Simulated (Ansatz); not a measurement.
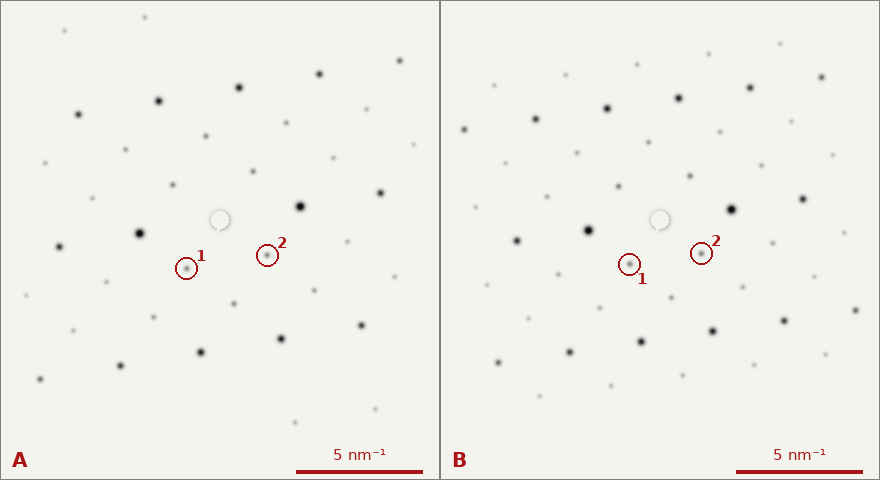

Kinematic electron diffraction patterns (120 kV, B = 0.5 Å², same scale) along [001] of the run's own cell, for the start and the end of one relaxation of K2Sr with Ansatz, DFT PBE, scalar-relativistic, plane waves, PAW. k mesh 14×14×14. The start is a generated model structure, and the relaxation ends in the nearest stationary point of its symmetry, not necessarily the ground state. Spot 1 is -1 0 0 and spot 2 is 0 -1 0 in both.

Start structure:

```
K Sr
1.0
    -2.45866    2.45866    8.15177
     2.45866   -2.45866    8.15177
     2.45866    2.45866   -8.15177
K Sr
2 1
Direct
  0.66860 0.66860 0.00000
  0.33140 0.33140 0.00000
  0.00000 0.00000 0.00000
```

Q: Which pattern belongs to the start structure, and which to the relaxed one?

A: B is the start: its cell gives d(1) = 4.708 Å, d(2) = 4.708 Å and an angle of 85.2°. A is the relaxed structure, with d(1) = 4.269 Å (-9.3 %), d(2) = 4.269 Å (-9.3 %) and 87.6°.

Q: Summarise the relaxation behind the change.

A: The volume changed by +0.5 % to 66.05 Å³ an atom; with the mean shift removed, the atoms moved by up to 0.14 Å relative to the cell (K most); the space group stayed I4/mmm (No. 139); the free energy fell by 24 meV an atom. Relaxed cell: a = 10.865 Å, b = 10.865 Å, c = 10.865 Å, α = 156.84°, β = 156.84°, γ = 32.98°.
